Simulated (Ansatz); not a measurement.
GaCuSe2 (chalcopyrite)

Space group I-42d (No. 122); a = b = 5.6720 Å, c = 11.2632 Å, α = β = γ = 90.00°

```csv
atom,site,symmetry,x,y,z
Cu,4a,-4..,0.0000,0.0000,0.0000
Ga,4b,-4..,0.0000,0.0000,0.5000
Se,8d,.2.,0.2500,0.2562,0.3750
```
(The calculation used a cell of 8 atoms; values per cell refer to that cell.)

The volume is varied about the relaxed value V₀ at fixed cell shape. The atoms relax within the cell's symmetry.

Calculation: PBE (plane waves to 420 eV, PAW, scalar-relativistic; Ansatz, a first-principles code). k mesh 8×8×8 (Γ-centred), Fermi-Dirac smearing 0.05 eV. Energies are smeared free energies. With the shape held, the modulus is that of even scaling; a crystal free to change shape is softer. At this level the bands of GaCuSe2 touch or barely overlap; measurements give the solid a gap. GaCuSe2 is run without spin polarisation. GaCuSe2 was relaxed with its symmetry unable to fall. The PAW data are Ansatz's earlier set. ΔE is measured from the relaxed starting cell.

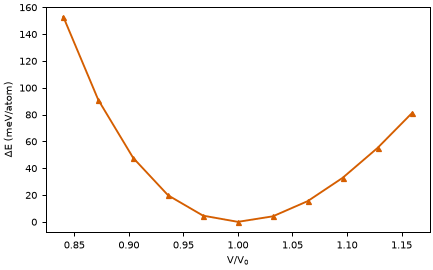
Fig. 1. ΔE (meV/atom) against V/V₀; computed points joined by lines.

### Question
What is ΔE at V/V₀ = 0.840?

### Answer
About 150 meV/atom.

### Question
What is ΔE at V/V₀ = 1.160?

### Answer
About 82 meV/atom.

### Question
What bulk modulus at fixed cell shape B₀ follows from a third-order Birch-Murnaghan fit?

### Answer
About 60 GPa.

(Under strain, the slope of the energy per volume gives the stress and its curvature an elastic modulus.)
